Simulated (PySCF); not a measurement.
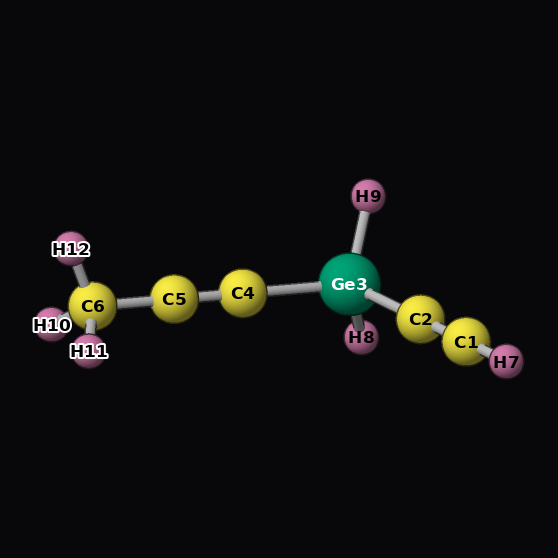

The computed structure is the end point of a PBE0-D3(BJ)/def2-SVP optimisation. No frequency run is at hand to confirm it as a minimum. Level of theory: GIAO BP86/pcSseg-1 NMR shielding, non-relativistic, gas phase (PySCF 2.14.0). Principal shieldings σ11 ≤ σ22 ≤ σ33, span Ω = σ33 − σ11, skew κ = 3(σiso − σ22)/Ω.

Give the shielding tensors of the C atoms.

```
atom    σ11    σ22    σ33   σiso      Ω     κ
  C1   −3.7   −1.0  252.1   82.4  255.8  0.98
  C2    0.4    4.8  289.2   98.1  288.8  0.97
  C4   19.5   24.0  268.7  104.1  249.2  0.96
  C5  −26.3  −24.4  263.8   71.1  290.1  0.99
  C6  163.8  163.9  192.9  173.5   29.1  0.99
```

Shieldings and span in ppm.
